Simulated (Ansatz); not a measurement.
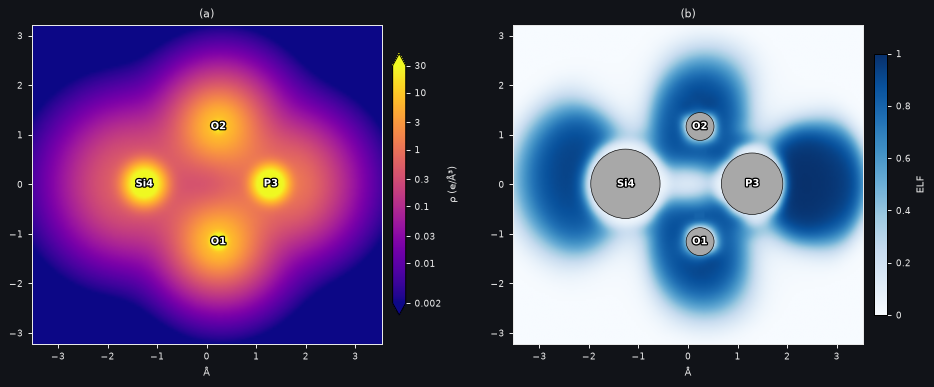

*HO2PSi. (a) electron density; (b) electron localisation function on the plane of atoms P3, O1 and Si4. Grey discs cover the atomic cores in the ELF map.*

Geometry: B3LYP/6-31G*.

These are results of isolated molecule in a Gaussian basis; Kohn-Sham density functional theory, functional PBE0 (Ansatz), not measurements.

```yaml
atoms:
  - { symbol: O, position_ang: [0.4157, -0.7945, 1.3264] }
  - { symbol: O, position_ang: [0.7584, -0.8069, 3.6311] }
  - { symbol: P, position_ang: [1.1343, 0.0966, 2.4022] }
  - { symbol: Si, position_ang: [-0.3712, -1.9588, 2.6150] }
  - { symbol: H, position_ang: [0.6989, -3.0282, 2.4502] }
```

Question: What does the map show?

Answer: The plane passes through O, P and Si nuclei. P–O (1.57 Å): the density is about 1.6 e/Å³ at the midpoint; the ELF peaks at about 0.85 between the atoms; a short, strongly polar bond. Si–O (1.91 Å): ρ is about 0.68 e/Å³ halfway; the ELF peaks at about 0.85 between the atoms, as expected for a shared but strongly polarised pair. The ELF also peaks beside O1, P3, Si4 and O2, away from the bonds: lone-pair regions.
